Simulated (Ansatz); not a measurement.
Fields on a plane of MoS2 (space group R3m)

```
MoS2
1.0
    1.56315     0.90249     5.99097
   -1.56315     0.90249     5.99097
    0.00000    -1.80497     5.99097
Mo S
1 2
Direct
  0.99976   0.99976   0.99976
  0.41948   0.41948   0.41948
  0.24678   0.24678   0.24678
```

The slice is a (0001) plane (indices of the conventional cell) through the point (0.247, 0.247, 0.247) (fractional), spanned by u = [1 0 -1] and v = [-1 2 -1] in vectors of this cell: u (3.13 Å) and v (5.41 Å, at 90° to u). It covers one period; positions are fractions (u, v).

Atoms on it: S at (0.00, 0.00); S at (0.50, 0.50).

These are LDA (plane waves to 420 eV, PAW, scalar-relativistic; Ansatz, an electronic-structure program) values and carry that method's errors. k mesh 12×12×12. Inside the PAW spheres the values are not all-electron values, and peaks at nuclei hang on which shells count as valence. MoS2 is run without spin polarisation. MoS2 was relaxed with its symmetry unable to fall. This is one of several known forms of MoS2; the measured ambient cells at hand have space group No. 194.

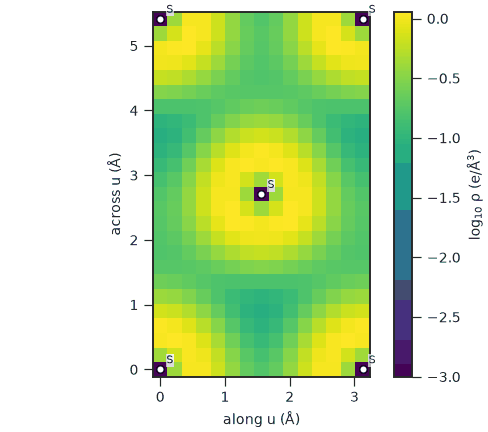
Log₁₀ of the valence density in e/Å³, one period of the plane, atoms marked. The scale is logarithmic, as a density can span decades between atoms and voids; values under 0.001 e/Å³ are set to 0.001.

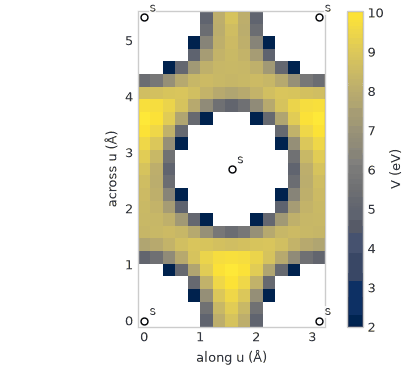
Figure. Electrostatic potential energy of an electron, from the cell's mean, in eV, one period of the plane, atoms marked. Points within 1 Å of a nucleus are left white, as the pseudised field means little there. Values under 2 eV are set to 2. The zero, the cell's mean, hangs on the PAW cores.
